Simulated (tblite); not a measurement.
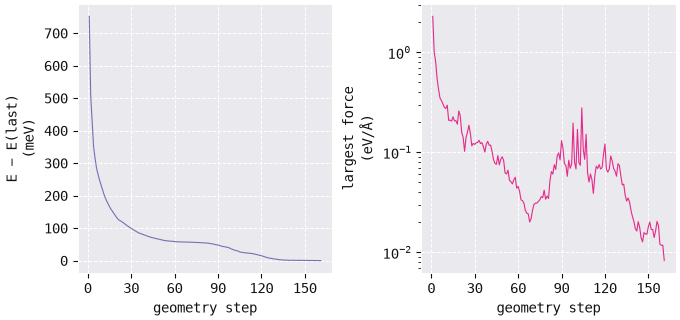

History of a geometry optimisation.

C7H9OPSe (SMILES C[C@@H]1C[P@@]1(=[Se])c1ccco1); tblite 0.8.0, GFN2-xTB geometry optimisation, gas phase.

Q: How did it end, and what did it gain?

A: The optimisation met its thresholds at geometry 161, counting the start as the first. The energy fell by about 750 meV from the first step to the last. The largest force goes from about 2.3 eV/Å at the start to 8 × 10⁻³ eV/Å at the end.
